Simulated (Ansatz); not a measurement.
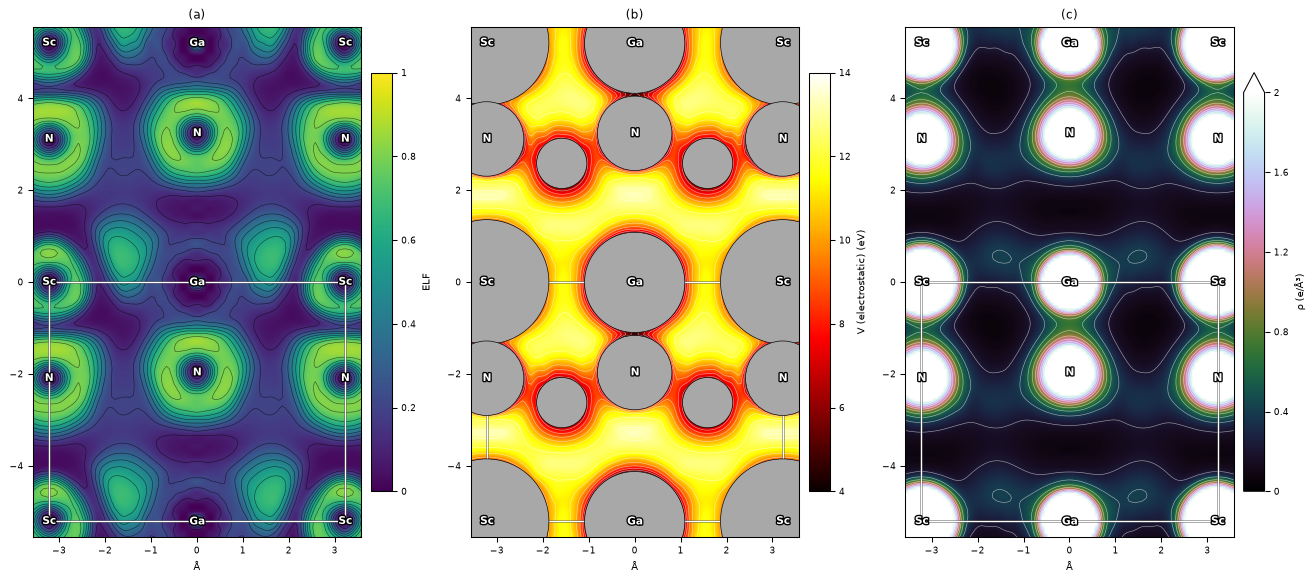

The picture shows: ScGa7N8. (a) electron localisation function; (b) electrostatic potential (local pseudopotential plus Hartree) felt by an electron; (c) valence pseudo-density on the (010) plane of the conventional cell. Grey discs cover the atomic cores in the potential map.

Space group P3m1; a generated structure, not necessarily the stable one.

Method: DFT PBEsol, scalar-relativistic, plane waves, PAW in Ansatz 0.2.0.

Core electrons are frozen (PAW), and the valence fields are smoothed inside the atomic spheres.

```cif
data_structure
_symmetry_space_group_name_H-M 'P 1'
_symmetry_Int_Tables_number 1
_cell_length_a 6.4464
_cell_length_b 6.4464
_cell_length_c 5.2078
_cell_angle_alpha 90.000
_cell_angle_beta 90.000
_cell_angle_gamma 120.000
_cell_volume 187.42
loop_
_atom_site_label
_atom_site_type_symbol
_atom_site_fract_x
_atom_site_fract_y
_atom_site_fract_z
_atom_site_occupancy
Sc1 Sc 0.00000 0.00000 0.00450 1
Ga1 Ga 0.00117 0.50059 0.00245 1
Ga2 Ga 0.49941 0.99883 0.00245 1
Ga3 Ga 0.49941 0.50059 0.00245 1
Ga4 Ga 0.16909 0.33819 0.50005 1
Ga5 Ga 0.16909 0.83091 0.50005 1
Ga6 Ga 0.66667 0.33333 0.50239 1
Ga7 Ga 0.66181 0.83091 0.50005 1
N1 N 0.00000 0.00000 0.60203 1
N2 N 0.99897 0.49949 0.62566 1
N3 N 0.50051 0.00103 0.62566 1
N4 N 0.50051 0.49949 0.62566 1
N5 N 0.17387 0.34774 0.12737 1
N6 N 0.17387 0.82613 0.12737 1
N7 N 0.66667 0.33333 0.12448 1
N8 N 0.65226 0.82613 0.12737 1
```

Q: What do the fields say about this system?

A:
- The plane passes through Sc, Ga and N nuclei.
- Atoms just off the plane (Ga, 0.9 Å away) can leave unmarked features too.
- Ga–N (1.96 Å): ρ at the midpoint is about 0.74 e/Å³; the ELF peaks at about 0.85 in the valence shell of N, 0.7 Å from its nucleus, and is about 0.45 at the midpoint.
- Sc–N (2.10 Å): ρ is about 0.59 e/Å³ halfway; the ELF peaks at about 0.85 in the valence shell of N, 0.6 Å from its nucleus, and is about 0.25 at the midpoint (no shared electron pair shows on this line).
- Between the atoms the lowest density in this plane is 0.06 e/Å³.
- The features right at Sc lie inside the PAW spheres, where the map follows smoothed inner orbitals and isn't to be read closely.
- Outside the cores the potential energy rises away from the atoms and is highest about 1.3 Å from the nearest atoms; its zero is arbitrary.
